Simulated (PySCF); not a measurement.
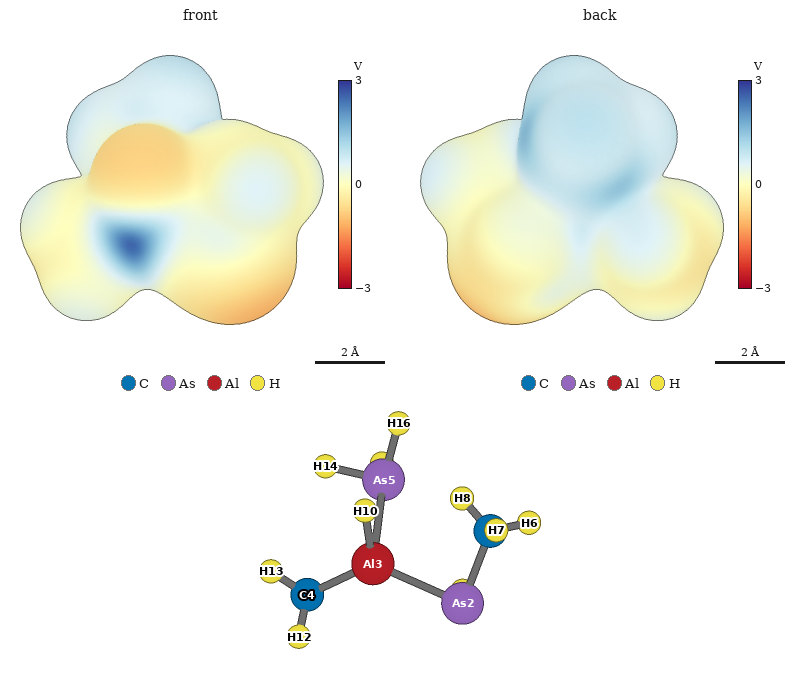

Figure 1: C2H11AlAs2. The molecular electrostatic potential painted on the density surface at 0.002 e/bohr³, seen from the front and from behind; red is negative and blue positive. The bare structure is drawn below in the same view.

Geometry: GFN2-xTB.

All numbers below come from PySCF, wB97X-D/def2-SVPD, SCF density, gas phase.

The calculation's input:

```
{"job": {"kind": "uv", "xc": "wB97X-D", "basis": "def2-SVPD", "nstates": 8, "ntriplets": 3}, "charge": 0, "multiplicity": 1}
C      2.592908     0.639086     0.405404
As     2.081192    -0.838504    -0.827991
Al     0.000816    -1.038595     0.416248
C     -1.653415    -2.004186    -0.130115
As    -1.147626     1.497776     0.251135
H      3.094516     1.441513    -0.133829
H      3.285444     0.248882     1.150973
H      1.727188     1.056834     0.937099
H      1.220505     0.060004    -1.733113
H      0.062015    -0.494635     1.915869
H     -2.176771    -1.487949    -0.951067
H     -1.485771    -3.029869    -0.481999
H     -2.373456    -2.073277     0.696729
H     -2.314316     1.029895     1.039652
H     -2.023830     2.419525    -0.546204
H     -0.896997     2.582444     1.247280
```

Run with:

```sh
OMP_NUM_THREADS=1 python probes_run.py task.json out
```

Describe the electrostatic potential map.

Answer. The most negative region (about −1.0 V, or −23 kcal/mol for a unit charge) lies over As2, the most positive (about +2.1 V, or +48 kcal/mol for a unit charge) over Al3.

What dipole moment does the calculation give?

Answer. Its dipole moment is 2.71 D.
